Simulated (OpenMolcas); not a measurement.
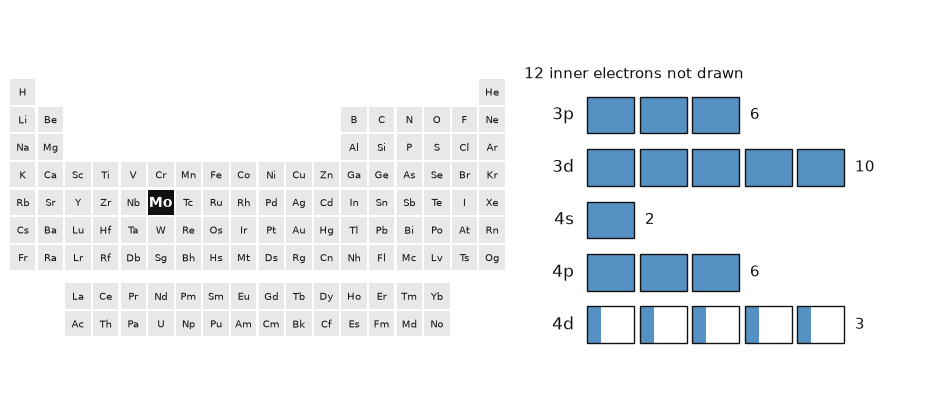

Left, the place of molybdenum in the periodic table; right, the outer shells of the leading configuration of the lowest level: a box for each of the 2l + 1 orbitals, shaded by the share of the shell that is filled, with the electron count at the right.

# Multiconfigurational calculation for Mo³⁺ complex (part 1 of 2)

- system: Mo³⁺ with 6 ligands (NH3; octahedron, 2.11 Å), with no charges around it.
- method: state-averaged CASSCF, active space 3 electrons in the shell 4d, basis ANO-RCC-VTZP on the metal and ANO-RCC-VDZP on the ligands, DKH2 scalar Hamiltonian, spin-orbit coupling by RASSI with atomic mean-field integrals (OpenMolcas)

**The program's output (extracts)**
```
--- SEWARD ---
Basis set label: MO.ANO-RCC...7S6P4D2F1G.

      Electronic valence basis set:
      ------------------
      Associated Effective Charge  42.000000 au
      Associated Actual Charge     42.000000 au
      Nuclear Model: Point charge

      Shell  nPrim  nBasis  Cartesian Spherical Contaminant
         s      21       7        X
         p      18       6        X
         d      13       4                 X
         f       6       2                 X
         g       4       1                 X
                  Relativistic Douglas-Kroll-Hess integrals:
                    - DKH order of Hamiltonian: 2
                    - DKH order of Properties : 0
                  Atomic mean-field integrals
--- RASSCF ---
Wave function specifications:
      -----------------------------

      Number of closed shell electrons          96
      Number of electrons in active shells       3
      Max number of holes in RAS1 space          0
      Max nr of electrons in RAS3 space          0
      Number of inactive orbitals               48
      Number of active orbitals                  5
      Number of secondary orbitals             189
      Spin quantum number                      1.5
      State symmetry                             1
Orbital specifications:
      -----------------------

      Symmetry species                           1   2
                                                ag  au
      Frozen orbitals                            0   0
      Inactive orbitals                         24  24
      Active orbitals                            5   0
      RAS1 orbitals                              0   0
      RAS2 orbitals                              5   0
      RAS3 orbitals                              0   0
      Secondary orbitals                        94  95
      Deleted orbitals                           0   0
      Number of basis functions                123 119
      Number of CSFs                            10
      Number of root(s) required                10
      Iter CI   SX   CI       RASSCF       Energy    max ROT     max BLB   max BLB  Level Ln srch  Step   QN
          iter iter root      energy       change     param      element    value   shift minimum  type update
 Nr of preliminary CI iterations:   1
      Total energies have been shifted. Add                -4000.00 au
        1   1   14    0  -381.79670684    0.00E+00  -1.15E-01*  22  61 1  2.40E-01*  0.65   0.00    SX    NO
        2   1   14    0  -382.05877910   -2.62E-01* -5.34E-02   23  29 1 -1.10E-01*  0.79   0.00    SX    NO
        3   1   13    0  -382.10173798   -4.30E-02* -2.90E-02   23  29 1 -6.16E-02*  0.81   0.00    SX    NO
        4   1   13    0  -382.11387677   -1.21E-02* -1.65E-02   23  29 1 -3.53E-02*  0.82   0.00    SX    NO
        5   1   13    0  -382.11793555   -4.06E-03* -2.18E-02   23  29 1 -2.12E-02*  0.82   2.47    LS   YES
        6   1   12    0  -382.12012971   -2.19E-03*  2.80E-03   22  61 1 -3.00E-03*  0.82   1.11    QN   YES
        7   1   11    0  -382.12023049   -1.01E-04*  1.28E-03   22  61 1 -1.82E-03*  0.82   1.46    LS   YES
        8   1   11    0  -382.12024165   -1.12E-05* -5.50E-04   22  51 1 -1.29E-03*  0.82   1.00    QN   YES
        9   1   10    0  -382.12025117   -9.52E-06* -2.53E-04   22  51 1 -4.79E-04*  0.82   1.46    LS   YES
       10   1    9    0  -382.12025222   -1.05E-06*  1.97E-04   22  65 1  3.73E-04*  0.82   1.00    QN   YES
       11   1    9    0  -382.12025304   -8.15E-07*  1.56E-04   22  65 1  1.68E-04*  0.82   1.79    LS   YES
       12   1    9    0  -382.12025323   -1.96E-07*  8.46E-05    3  51 1  1.78E-04*  0.82   1.00    QN   YES
       13   1    8    0  -382.12025334   -1.11E-07*  8.69E-05    7  45 2  4.12E-05   0.82   1.41    QN   YES
       14   1    7    0  -382.12025338   -3.60E-08* -4.30E-05    9  44 2 -2.73E-05   0.82   1.33    QN   YES
       15   1    6    0  -382.12025339   -6.81E-09  -1.67E-05   22  51 1 -1.13E-05   0.82   1.34    QN   YES
      Convergence after 15 iterations
       16   1    6    0  -382.12025339   -1.41E-09  -1.67E-05   22  74 1  4.53E-06   0.82   1.34    QN   YES
      Natural orbitals and occupation numbers for root  1
      sym 1:   1.000000   1.000000   0.000000   1.000000   0.000000
      Natural orbitals and occupation numbers for root  2
      sym 1:   1.000000   0.499903   0.499903   0.500097   0.500097
      Natural orbitals and occupation numbers for root  3
      sym 1:   0.263187   1.000000   0.736813   0.736813   0.263187
::    RASSCF root number  1 Total energy:  -4382.35006114
::    RASSCF root number  2 Total energy:  -4382.17057776
::    RASSCF root number  3 Total energy:  -4382.16963436
::    RASSCF root number  4 Total energy:  -4382.16963436
::    RASSCF root number  5 Total energy:  -4382.13607881
::    RASSCF root number  6 Total energy:  -4382.13514932
::    RASSCF root number  7 Total energy:  -4382.13514932
::    RASSCF root number  8 Total energy:  -4381.97999909
::    RASSCF root number  9 Total energy:  -4381.97812486
::    RASSCF root number 10 Total energy:  -4381.97812486
--- RASSCF ---
Wave function specifications:
      -----------------------------

      Number of closed shell electrons          96
      Number of electrons in active shells       3
      Max number of holes in RAS1 space          0
      Max nr of electrons in RAS3 space          0
      Number of inactive orbitals               48
      Number of active orbitals                  5
      Number of secondary orbitals             189
      Spin quantum number                      0.5
      State symmetry                             1
Orbital specifications:
      -----------------------

      Symmetry species                           1   2
                                                ag  au
      Frozen orbitals                            0   0
      Inactive orbitals                         24  24
      Active orbitals                            5   0
      RAS1 orbitals                              0   0
      RAS2 orbitals                              5   0
      RAS3 orbitals                              0   0
      Secondary orbitals                        94  95
      Deleted orbitals                           0   0
      Number of basis functions                123 119
      Number of CSFs                            40
      Number of root(s) required                40
      Iter CI   SX   CI       RASSCF       Energy    max ROT     max BLB   max BLB  Level Ln srch  Step   QN
          iter iter root      energy       change     param      element    value   shift minimum  type update
 Nr of preliminary CI iterations:   1
      Total energies have been shifted. Add                -4000.00 au
        1   1   13    0  -382.04992226    0.00E+00  -9.66E-03   28  34 1 -8.15E-03*  0.78   0.00    SX    NO
        2   1   12    0  -382.05069918   -7.77E-04*  4.54E-03   23  27 1  6.39E-03*  0.77   0.00    SX    NO
        3   1   12    0  -382.05095037   -2.51E-04*  2.67E-03   23  27 1  4.04E-03*  0.77   0.00    SX    NO
        4   1   11    0  -382.05104318   -9.28E-05*  1.52E-03   23  27 1  2.63E-03*  0.77   0.00    SX    NO
        5   1   11    0  -382.05107949   -3.63E-05*  2.25E-03   23  27 1  1.68E-03*  0.77   2.50    LS   YES
        6   1   10    0  -382.05110341   -2.39E-05*  6.63E-04   23  27 1  2.66E-04*  0.77   1.17    QN   YES
        7   1    9    0  -382.05110518   -1.77E-06*  7.13E-04   27  48 1 -1.77E-04*  0.77   1.64    QN   YES
        8   1    9    0  -382.05110611   -9.33E-07* -3.43E-04   23  27 1 -1.32E-04*  0.77   1.42    QN   YES
        9   1    8    0  -382.05110636   -2.47E-07* -7.33E-05   23  27 1 -8.57E-05   0.77   1.30    QN   YES
       10   1    7    0  -382.05110640   -4.09E-08* -3.18E-05   23  27 1 -2.92E-05   0.77   1.31    QN   YES
       11   1    7    0  -382.05110641   -7.49E-09   1.17E-05   18  25 1 -7.41E-06   0.77   1.32    QN   YES
      Convergence after 11 iterations
       12   1    7    0  -382.05110641   -1.44E-09   1.17E-05   18  25 1 -3.82E-06   0.77   1.32    QN   YES
      Natural orbitals and occupation numbers for root  1
      sym 1:   1.084287   0.986975   0.009263   0.918143   0.001333
      Natural orbitals and occupation numbers for root  2
      sym 1:   1.082712   0.916031   0.001309   0.990658   0.009289
      Natural orbitals and occupation numbers for root  3
      sym 1:   0.997911   0.999380   0.001665   0.999380   0.001665
::    RASSCF root number  1 Total energy:  -4382.28539039
::    RASSCF root number  2 Total energy:  -4382.28539039
::    RASSCF root number  3 Total energy:  -4382.28389090
::    RASSCF root number  4 Total energy:  -4382.28367678
::    RASSCF root number  5 Total energy:  -4382.28367678
::    RASSCF root number  6 Total energy:  -4382.24647219
::    RASSCF root number  7 Total energy:  -4382.24647219
::    RASSCF root number  8 Total energy:  -4382.24624354
::    RASSCF root number  9 Total energy:  -4382.11974491
::    RASSCF root number 10 Total energy:  -4382.11357615
::    RASSCF root number 11 Total energy:  -4382.11283956
::    RASSCF root number 12 Total energy:  -4382.11283956
::    RASSCF root number 13 Total energy:  -4382.10939314
::    RASSCF root number 14 Total energy:  -4382.10939314
::    RASSCF root number 15 Total energy:  -4382.10867189
::    RASSCF root number 16 Total energy:  -4382.10126124
::    RASSCF root number 17 Total energy:  -4382.10126124
::    RASSCF root number 18 Total energy:  -4382.08908051
::    RASSCF root number 19 Total energy:  -4382.08842936
::    RASSCF root number 20 Total energy:  -4382.08842936
::    RASSCF root number 21 Total energy:  -4382.06940655
::    RASSCF root number 22 Total energy:  -4382.06940655
::    RASSCF root number 23 Total energy:  -4382.06851122
::    RASSCF root number 24 Total energy:  -4382.06044189
::    RASSCF root number 25 Total energy:  -4382.01327400
::    RASSCF root number 26 Total energy:  -4382.01327400
::    RASSCF root number 27 Total energy:  -4381.93578155
::    RASSCF root number 28 Total energy:  -4381.93426894
::    RASSCF root number 29 Total energy:  -4381.93426894
::    RASSCF root number 30 Total energy:  -4381.92880412
```

(Continued in part 2.) Outcome of the run: converged.
